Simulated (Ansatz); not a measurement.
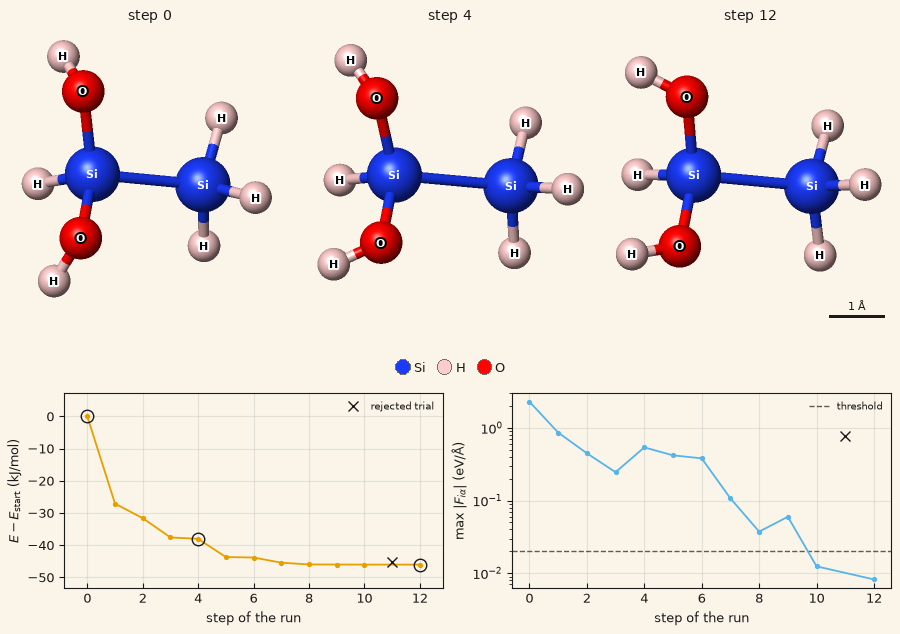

Frames of a relaxation of Si2H6O2, marked on the history of the run. A ball-and-stick model, seen at a tilt.

The run prepares the start of a later molecular dynamics calculation, from a guessed geometry.

Theory: RKS BHLYP/6-31G* in Ansatz.

Input
```yaml
crystal:
  periodic: [false, false, false]
  atoms:
    - { symbol: Si, position_ang: [0.0, 0.0, 0.0] }
    - { symbol: Si, position_ang: [0.0, 0.0, 2.22] }
    - { symbol: H, position_ang: [-1.3148, -0.4067, 2.7074] }
    - { symbol: H, position_ang: [1.0096, -0.9353, 2.7074] }
    - { symbol: H, position_ang: [0.3052, 1.342, 2.7074] }
    - { symbol: O, position_ang: [1.5842, 0.0, -0.5594] }
    - { symbol: H, position_ang: [1.9006, -0.9521, -0.6761] }
    - { symbol: O, position_ang: [-0.7913, 1.3709, -0.5594] }
    - { symbol: H, position_ang: [-1.7491, 1.1401, -0.7818] }
    - { symbol: H, position_ang: [-0.6877, -1.1914, -0.4862] }
basis:
  gaussian: { orbitals: "6-31G*" }
hamiltonian:
  xc: { name: BHLYP }
relax:
  f_tol: 0.02
  max_steps: 40
```

Command:
```bash
ansatz run input.yaml --threads 1 --pin off --max-ram 2048MiB --backend cpu --events-out ev --progress --plain --runs-dir out
```

### What happens along the run?

H7 moves most after the best rigid fit: 0.81 Å. Largest moves by element: H 0.81 Å, O 0.39 Å, Si 0.18 Å. Near-neighbour distances that change, for instance: Si1–Si2 2.220 → 2.324 Å, O6–H7 1.010 → 0.955 Å, Si1–O6 1.680 → 1.653 Å, Si1–H10 1.459 → 1.486 Å. Bond angles that change, for instance: Si1–O8–H9 109.5° → 118.7°, Si1–O6–H7 109.5° → 118.0°, Si2–Si1–H10 109.5° → 113.4°. Groups turn about Si1–O8 by about 75°, Si1–O6 by about 55°. The energy falls by 46.0 kJ/mol in 11 accepted moves (12 points after the start). Largest force component: 2.3 eV/Å at the start, 0.0082 eV/Å at the end. The line search rejected the trial step at point 11 of the run. The forces were under the threshold at step 10, but the run went on from there. From step 0 to 4: H9 moves most (0.52 Å), energy −38.0 kJ/mol. From step 4 to 12: H7 moves most (0.41 Å), energy −8.00 kJ/mol.

```
step  E − E(0), kJ/mol  largest force component, eV/Å      note
   0              0.00                         2.3035          
   1            -27.08                         0.8660          
   2            -31.60                         0.4487          
   3            -37.57                         0.2460          
   4            -38.01                         0.5400          
   5            -43.67                         0.4199          
   6            -43.80                         0.3816          
   7            -45.41                         0.1073          
   8            -45.96                         0.0374          
   9            -45.99                         0.0599          
  10            -46.01                         0.0124          
  11            -45.25                         0.7705  rejected
  12            -46.02                         0.0082
```
